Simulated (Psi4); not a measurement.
BH2F: geometry relaxation

- system: BH2F, SMILES BF
- method: B3LYP/STO-3G, RKS (Psi4 1.11)

The geometry comes from this level: PBE0-D4/def2-TZVP.

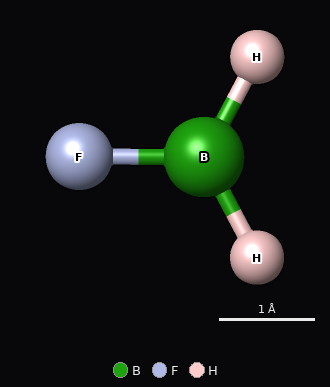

The input geometry (ball-and-stick view, seen on its broad side). Bond lengths as drawn: B–F 1.32 Å and B–H 1.20 Å.

The input (bfh2_ase.py):
```python
import numpy as np
from ase.calculators.psi4 import Psi4
from ase.io import read
from ase.optimize import BFGS

a = read('bfh2.xyz')
calc = Psi4(atoms=a, method='b3lyp', basis='STO-3G', memory='1600MB', num_threads=1, charge=0, multiplicity=1, label='bfh2')
a.calc = calc

opt = BFGS(a)
done = opt.run(fmax=0.02, steps=60)
print('converged:', done)
for s, p in zip(a.symbols, a.positions):
    print(f'{s:2s} {p[0]:12.6f} {p[1]:12.6f} {p[2]:12.6f}')
```

File bfh2.xyz:
```
4
BFH2
B     -0.027300    -0.004000    -0.030800
F      1.061200    -0.296700     0.649900
H     -1.012500    -0.649100     0.186200
H      0.034200     0.889600    -0.825600
```

Command:
```bash
python bfh2_ase.py
```

The program's output:
```
gradient() will perform analytic gradient computation.

   => Loading Basis Set <=

    Name: STO-3G
    Role: ORBITAL
    Keyword: BASIS

         ---------------------------------------------------------
                                   SCF
                              RKS Reference
                        1 Threads,   1525 MiB Core
         ---------------------------------------------------------

  ==> Geometry <==

    Molecular point group: c1
    Full point group: C1

    Geometry (in Angstrom), charge = 0, multiplicity = 1:

       Center              X                  Y                   Z               Mass
    ------------   -----------------  -----------------  -----------------  -----------------
         B           -0.612225185143     0.164662645656    -0.382902065921    11.009305360000
         F            0.470518558523    -0.126549914507     0.294274756680    18.998403162730
         H           -1.599693222492    -0.454528212309    -0.190460140097     1.007825032230
         H           -0.582160956286     1.041361174061    -1.174126625805     1.007825032230

  Running in c1 symmetry.

  Rotational constants: A =      7.88875  B =      1.07337  C =      0.94481 [cm^-1]
  Rotational constants: A = 236498.79682  B =  32178.77930  C =  28324.81481 [MHz]
  Nuclear repulsion =   27.343939668502198

  Charge       = 0
  Multiplicity = 1
  Electrons    = 16
  Nalpha       = 8
  Nbeta        = 8

  ==> Algorithm <==

  SCF Algorithm Type is DF.
  DIIS enabled.
  MOM disabled.
  Fractional occupation disabled.
  Guess Type is SAD.
  Energy threshold   = 1.00e-08
  Density threshold  = 1.00e-08
  Integral threshold = 1.00e-12

  ==> Primary Basis <==

  Basis Set: STO-3G
    Blend: STO-3G
    Number of shells: 8
    Number of basis functions: 12
    Number of Cartesian functions: 12
    Spherical Harmonics?: true
    Max angular momentum: 1

  ==> DFT Potential <==

   => LibXC <=

    Version 7.1.2

   => Composite Functional: B3LYP <=

    B3LYP Hyb-GGA Exchange-Correlation Functional

    Deriv               =              1
    GGA                 =           TRUE
    Meta                =          FALSE

    Exchange Hybrid     =           TRUE
    MP2 Hybrid          =          FALSE

   => Exchange Functionals <=

    0.0800   Slater exchange
    0.7200         Becke 88

   => Exact (HF) Exchange <=

    0.2000               HF

   => Correlation Functionals <=

    0.1900   Vosko, Wilk & Nusair (VWN5_RPA)
    0.8100   Lee, Yang & Parr

   => LibXC Density Thresholds  <==

    XC_HYB_GGA_XC_B3LYP:  1.00E-15

   => Molecular Quadrature <=

    Radial Scheme          =       TREUTLER
    Pruning Scheme         =           NONE
    Nuclear Scheme         =       TREUTLER

    Blocking Scheme        =         OCTREE
    BS radius alpha        =              1
    Pruning alpha          =              1
    Radial Points          =             75
    Spherical Points       =            302
    Total Points           =          86414
    Total Blocks           =            705
    Max Points             =            255
    Max Functions          =             12
    Weights Tolerance      =       1.00E-15

   => Loading Basis Set <=

    Name: (STO-3G AUX)
    Role: JKFIT
    Keyword: DF_BASIS_SCF

  ==> Integral Setup <==

  DFHelper Memory: AOs need 0.000 GiB; user supplied 1.089 GiB.
  SCF_SUBTYPE=INCORE selected. In-core MEM_DF algorithm will be used.
  Using in-core AOs.

  ==> MemDFJK: Density-Fitted J/K Matrices <==

    J tasked:                   Yes
    K tasked:                   Yes
    wK tasked:                   No
    Memory [MiB]:              1115
    Algorithm:                 Core
    Schwarz Cutoff:           1E-12
    Mask sparsity (%):       0.0000
    Fitting Condition:        1E-10

   => Auxiliary Basis Set <=

  Basis Set: (STO-3G AUX)
    Blend: DEF2-UNIVERSAL-JKFIT
    Number of shells: 62
    Number of basis functions: 188
    Number of Cartesian functions: 222
    Spherical Harmonics?: true
    Max angular momentum: 4

  Cached 100.0% of DFT collocation blocks in 0.028 [GiB].

  Minimum eigenvalue in the overlap matrix is 2.6533165183E-01.
  Reciprocal condition number of the overlap matrix is 1.3688408714E-01.
    Using symmetric orthogonalization.

  ==> Pre-Iterations <==

  SCF Guess: Superposition of Atomic Densities via on-the-fly atomic UHF (no occupation information).

   -------------------------
    Irrep   Nso     Nmo
   -------------------------
     A         12      12
   -------------------------
    Total      12      12
   -------------------------

  ==> Iterations <==

                           Total Energy        Delta E     RMS |[F,P]|

   @DF-RKS iter SAD:  -123.26314167841538   -1.23263e+02   0.00000e+00
   @DF-RKS iter   1:  -124.14825683040812   -8.85115e-01   1.16623e-02 ADIIS/DIIS
   @DF-RKS iter   2:  -124.15444043723866   -6.18361e-03   9.78922e-03 ADIIS/DIIS
   @DF-RKS iter   3:  -124.16231252395207   -7.87209e-03   3.13507e-03 ADIIS/DIIS
   @DF-RKS iter   4:  -124.16329646833888   -9.83944e-04   3.20879e-04 ADIIS/DIIS
   @DF-RKS iter   5:  -124.16330653360230   -1.00653e-05   9.59776e-06 DIIS
   @DF-RKS iter   6:  -124.16330654241023   -8.80793e-09   2.24876e-07 DIIS
   @DF-RKS iter   7:  -124.16330654241513   -4.90274e-12   2.02587e-09 DIIS
  Energy and wave function converged.

  ==> Post-Iterations <==

   Electrons on quadrature grid:
      Ntotal   =   16.0000069502 ; deviation = 6.950e-06

    Orbital Energies [Eh]
    ---------------------

    Doubly Occupied:

       1A    -24.474726     2A     -6.589851     3A     -1.156298
       4A     -0.465497     5A     -0.382409     6A     -0.364608
       7A     -0.334355     8A     -0.226875

    Virtual:

       9A      0.080530    10A      0.427712    11A      0.496038
      12A      0.556044

    Final Occupation by Irrep:
              A
    DOCC [     8 ]
    NA   [     8 ]
    NB   [     8 ]

  @DF-RKS Final Energy:  -124.16330654241513

   => Energetics <=

    Nuclear Repulsion Energy =             27.3439396685021983
    One-Electron Energy =                -226.1207027334969553
    Two-Electron Energy =                  87.0257425152313573
    DFT Exchange-Correlation Energy =     -12.4122859926517322
    Empirical Dispersion Energy =           0.0000000000000000
    VV10 Nonlocal Energy =                  0.0000000000000000
    Total Energy =                       -124.1633065424151283

Computation Completed

Properties will be evaluated at   0.000000,   0.000000,   0.000000 [a0]

Properties computed using the SCF density matrix

 Multipole Moments:

 ------------------------------------------------------------------------------------
     Multipole            Electronic (a.u.)      Nuclear  (a.u.)        Total (a.u.)
 ------------------------------------------------------------------------------------

 L = 1.  Multiply by 2.5417464519 to convert [e a0] to [Debye]
 Dipole X            :          2.0423962           -1.9054356            0.1369606
 Dipole Y            :         -0.5493256            0.5124880           -0.0368376
 Dipole Z            :          1.2773640           -1.1917072            0.0856568
 Magnitude           :                                                    0.1656874

 ------------------------------------------------------------------------------------

	total time  =          2 seconds =       0.03 minutes

         ------------------------------------------------------------
                                   SCF GRAD
         ------------------------------------------------------------

  ==> Geometry <==

    Molecular point group: c1
    Full point group: C1

    Geometry (in Angstrom), charge = 0, multiplicity = 1:

       Center              X                  Y                   Z               Mass
    ------------   -----------------  -----------------  -----------------  -----------------
         B           -0.612225185143     0.164662645656    -0.382902065921    11.009305360000
         F            0.470518558523    -0.126549914507     0.294274756680    18.998403162730
         H           -1.599693222492    -0.454528212309    -0.190460140097     1.007825032230
         H           -0.582160956286     1.041361174061    -1.174126625805     1.007825032230

  Nuclear repulsion =   27.343939668502198

  ==> Basis Set <==

  Basis Set: STO-3G
    Blend: STO-3G
    Number of shells: 8
    Number of basis functions: 12
    Number of Cartesian functions: 12
    Spherical Harmonics?: true
    Max angular momentum: 1

  ==> DFJKGrad: Density-Fitted SCF Gradients <==

    Gradient:                    1
    J tasked:                  Yes
    K tasked:                  Yes
    wK tasked:                  No
    Integrals threads:           1
    Memory [MiB]:             1144
    Schwarz Cutoff:          1E-12
    Fitting Condition:       1E-10

   => Auxiliary Basis Set <=

  Basis Set: (STO-3G AUX)
    Blend: DEF2-UNIVERSAL-JKFIT
    Number of shells: 62
    Number of basis functions: 188
    Number of Cartesian functions: 222
    Spherical Harmonics?: true
    Max angular momentum: 4

  ==> DFT Potential <==

   => LibXC <=

    Version 7.1.2

   => Composite Functional: B3LYP <=

    B3LYP Hyb-GGA Exchange-Correlation Functional

    Deriv               =              1
    GGA                 =           TRUE
    Meta                =          FALSE

    Exchange Hybrid     =           TRUE
    MP2 Hybrid          =          FALSE

   => Exchange Functionals <=

    0.0800   Slater exchange
    0.7200         Becke 88

   => Exact (HF) Exchange <=

    0.2000               HF

   => Correlation Functionals <=

    0.1900   Vosko, Wilk & Nusair (VWN5_RPA)
    0.8100   Lee, Yang & Parr

   => LibXC Density Thresholds  <==

    XC_HYB_GGA_XC_B3LYP:  1.00E-15

   => Molecular Quadrature <=

    Radial Scheme          =       TREUTLER
    Pruning Scheme         =           NONE
    Nuclear Scheme         =       TREUTLER

    Blocking Scheme        =         OCTREE
    BS radius alpha        =              1
    Pruning alpha          =              1
    Radial Points          =             75
    Spherical Points       =            302
    Total Points           =          86414
    Total Blocks           =            705
    Max Points             =            255
    Max Functions          =             12
    Weights Tolerance      =       1.00E-15

  -Total Gradient:
     Atom            X                  Y                   Z
    ------   -----------------  -----------------  -----------------
       1        0.000133182795    -0.000038683396     0.000085071567
       2       -0.000120534418     0.000032138496    -0.000074869840
       3       -0.000027655639    -0.000012130075     0.000000911621
       4       -0.000005387632     0.000024160563    -0.000023869074

	total time  =          0 seconds =       0.00 minutes
```

Standard output:
```
Memory set to   1.490 GiB by Python driver.
  Threads set to 1 by Python driver.

  Memory set to   1.490 GiB by Python driver.
  Threads set to 1 by Python driver.
      Step     Time          Energy          fmax
BFGS:    0 17:31:48    -3378.640032        0.523664
BFGS:    1 17:31:50    -3378.647358        0.367894
BFGS:    2 17:31:51    -3378.652773        0.199819
BFGS:    3 17:31:53    -3378.653963        0.159562
BFGS:    4 17:31:54    -3378.655639        0.052241
BFGS:    5 17:31:56    -3378.655664        0.008366
converged: True
B     -0.017395    -0.006634    -0.024649
F      1.065349    -0.297847     0.652528
H     -1.004863    -0.625825     0.167793
H      0.012669     0.870064    -0.815873
```

Trajectory as extended XYZ (Å, eV, eV/Å), 6 frames, from step=0 to step=5:
```
4
Properties=species:S:1:pos:R:3:forces:R:3 step=0 energy=-3378.64006
B    -0.0273   -0.0040   -0.0308    0.1932  -0.0501   0.1188
F     1.0612   -0.2967    0.6499   -0.2630   0.0702  -0.1639
H    -1.0125   -0.6491    0.1862    0.2928   0.3683  -0.2260
H     0.0342    0.8896   -0.8256   -0.2220  -0.3887   0.2717
4
Properties=species:S:1:pos:R:3:forces:R:3 step=1 energy=-3378.64739
B    -0.0233   -0.0051   -0.0283   -0.0855   0.0228  -0.0535
F     1.0587   -0.2960    0.6483    0.0986  -0.0268   0.0620
H    -1.0071   -0.6442    0.1838    0.1759   0.2688  -0.1793
H     0.0323    0.8837   -0.8209   -0.1880  -0.2651   0.1715
4
Properties=species:S:1:pos:R:3:forces:R:3 step=2 energy=-3378.65280
B    -0.0234   -0.0050   -0.0284    0.1644  -0.0455   0.1040
F     1.0587   -0.2961    0.6484    0.0978  -0.0263   0.0612
H    -0.9993   -0.6334    0.1768   -0.1332   0.0314  -0.0792
H     0.0252    0.8727   -0.8135   -0.1280   0.0402  -0.0853
4
Properties=species:S:1:pos:R:3:forces:R:3 step=3 energy=-3378.65399
B    -0.0227   -0.0052   -0.0279    0.0595  -0.0159   0.0371
F     1.0586   -0.2960    0.6483    0.1318  -0.0356   0.0826
H    -1.0018   -0.6314    0.1740   -0.0929   0.0288  -0.0616
H     0.0212    0.8725   -0.8149   -0.0974   0.0224  -0.0574
4
Properties=species:S:1:pos:R:3:forces:R:3 step=4 energy=-3378.65567
B    -0.0225   -0.0053   -0.0278   -0.0399   0.0107  -0.0249
F     1.0596   -0.2963    0.6490    0.0432  -0.0116   0.0270
H    -1.0098   -0.6249    0.1650    0.0027   0.0060  -0.0045
H     0.0082    0.8717   -0.8190   -0.0050  -0.0054   0.0031
4
Properties=species:S:1:pos:R:3:forces:R:3 step=5 energy=-3378.65569
B    -0.0228   -0.0052   -0.0280   -0.0069   0.0020  -0.0044
F     1.0599   -0.2964    0.6491    0.0062  -0.0016   0.0039
H    -1.0103   -0.6244    0.1644    0.0014   0.0006  -0.0001
H     0.0072    0.8715   -0.8193    0.0003  -0.0012   0.0012
```

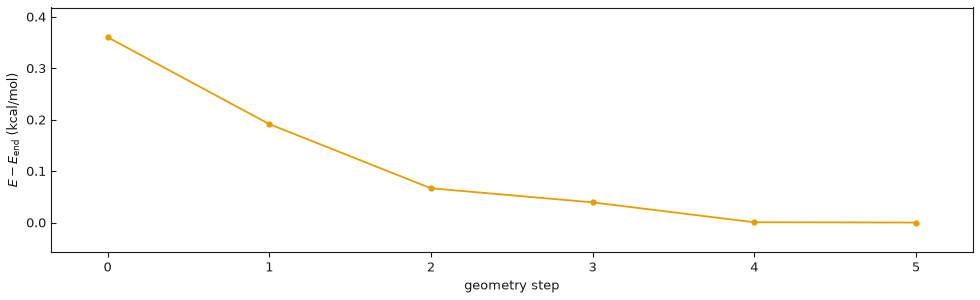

Progress of the relaxation, step by step (steps are counted from 0).

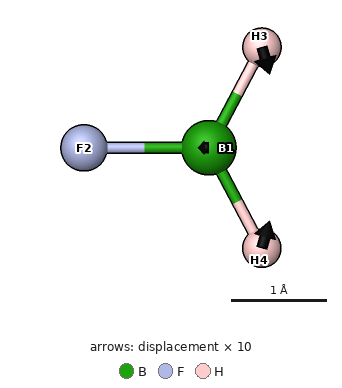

The starting structure with the displacements as black arrows, magnified 10 times (ball-and-stick view, seen on its broad side). The two geometries are laid on each other by the best rigid fit. After 5 geometry steps the energy has fallen by 0.36 kcal/mol. The largest force component goes from 0.39 to 0.0069 eV/Å. The largest moves after the best rigid fit, 0.031 Å, are those of H3 and H4. Largest moves by element: H 0.031 Å, B 0.012 Å, F 0.005 Å. Among the contacts that change: B1–H3 1.197 → 1.181 Å, B1–F2 1.317 → 1.310 Å. Among the angles that change: H3–B1–H4 124.4° → 121.3°. (Atoms are counted from 1 in the order of the input.)

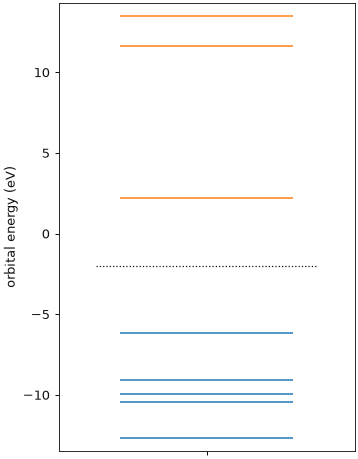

Orbital energies near the frontier; the dotted line parts filled from empty levels, and levels within 0.02 eV of each other stand side by side. Highest filled −6.17 eV, lowest empty 2.19 eV, 8.36 eV apart.

Summary:

| quantity | value |
| --- | --- |
| outcome | converged |
| total energy | −124.163307 hartree |
| basis functions | 12 |
| HOMO | −6.17 eV |
| LUMO | 2.19 eV |
| dipole moment | 0.42 D |
| hardware | 1 thread of AMD EPYC (Zen 3), 200 GiB of memory available, shared host |
| wall time | 11 s |
| peak memory | 0.28 GiB |
